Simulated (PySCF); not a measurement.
# C7H11FOSi: what the fields show

```yaml
atoms:
  - { symbol: C, position_ang: [-2.8531, -1.0351, 0.5941] }
  - { symbol: C, position_ang: [-2.1415, 0.0365, 0.2394] }
  - { symbol: C, position_ang: [-2.7415, 1.4104, 0.2007] }
  - { symbol: C, position_ang: [-0.7466, -0.0814, -0.1258] }
  - { symbol: C, position_ang: [0.1667, 0.8398, -0.4930] }
  - { symbol: F, position_ang: [-0.0251, 2.1772, -0.6177] }
  - { symbol: Si, position_ang: [1.5725, -0.3912, -0.7909] }
  - { symbol: O, position_ang: [2.7938, -0.5089, 0.2588] }
  - { symbol: C, position_ang: [4.0302, 0.1459, 0.2696] }
  - { symbol: C, position_ang: [0.0519, -1.3716, -0.1756] }
  - { symbol: H, position_ang: [-2.4236, -2.0208, 0.6232] }
  - { symbol: H, position_ang: [-3.8921, -0.9569, 0.8656] }
  - { symbol: H, position_ang: [-2.2043, 2.0739, 0.8763] }
  - { symbol: H, position_ang: [-2.6600, 1.8283, -0.8015] }
  - { symbol: H, position_ang: [-3.7891, 1.3842, 0.4892] }
  - { symbol: H, position_ang: [2.0101, -0.5109, -2.1795] }
  - { symbol: H, position_ang: [3.8961, 1.2182, 0.4225] }
  - { symbol: H, position_ang: [4.5609, -0.0114, -0.6716] }
  - { symbol: H, position_ang: [4.6183, -0.2655, 1.0902] }
  - { symbol: H, position_ang: [-0.3688, -2.0933, -0.8714] }
  - { symbol: H, position_ang: [0.1365, -1.8503, 0.7968] }
```

Geometry: GFN2-xTB.

These are results of PBE0/pcSseg-1, SCF density, gas phase, non-relativistic in PySCF 2.14.0, not measurements.

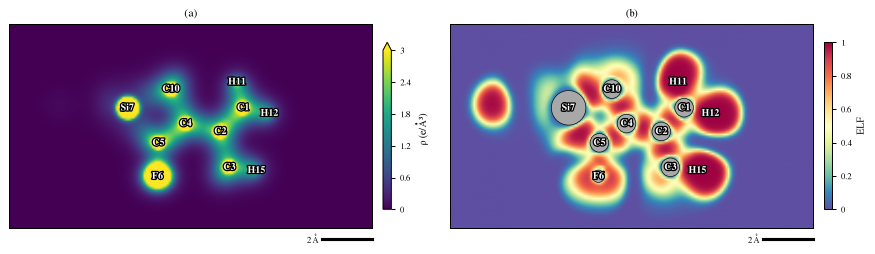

Figure 1. (a) electron density; (b) electron localisation function on the plane of atoms C2, C1 and H12. Grey discs cover the atomic cores in the ELF map.

Describe what can be read from this map.

Atoms in the plane: C, F, Si and H. C–C (1.33 Å): ρ at the midpoint is about 2.3 e/Å³; the ELF peaks at about 0.95 between the atoms: a multiple bond. C–F (1.36 Å): ρ is about 2.2 e/Å³ halfway, with its minimum of 1.7 e/Å³ about 0.5 Å from C; the ELF peaks at about 0.85 between the atoms, as expected for a polar covalent bond. C–Si (1.89 Å): ρ at the midpoint is about 0.88 e/Å³; the ELF peaks at about 0.95 between the atoms, as expected for localised, covalent bonding. C–H (1.08 Å): the density is about 2 e/Å³ at the midpoint; the ELF climbs to about 1 towards the hydrogen, as it does in any bond to H (an ordinary covalent bond to hydrogen). C–C (1.45 Å): the density is about 1.9 e/Å³ at the midpoint; the ELF peaks at about 0.95 between the atoms, as expected for localised, covalent bonding. The ELF also peaks beside F6, away from the bonds: lone-pair regions.

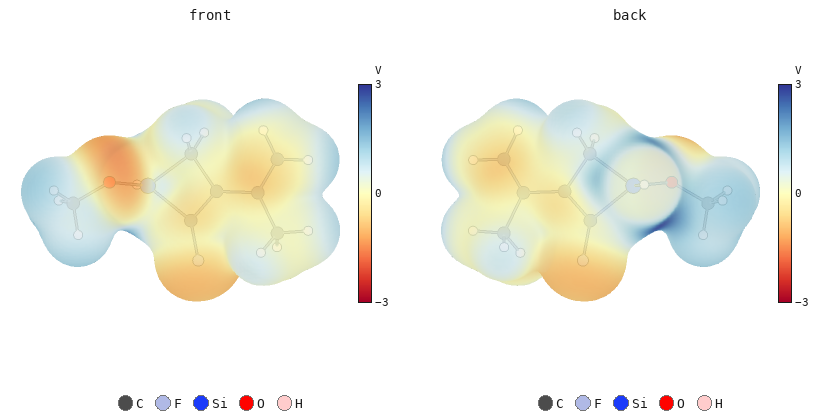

Figure 2. The molecular electrostatic potential painted on the density surface at 0.004 e/bohr³, seen from the front and from behind; the colour scale runs from red (negative) to blue (positive).

Which sites attract a positive test charge, and which a negative one?

A positive charge is drawn to the negative regions and a negative charge to the positive ones. The most negative region (about −1.3 V) lies over O8, the most positive (about +2.5 V) over Si7. O8 is the likeliest acceptor of a hydrogen bond.
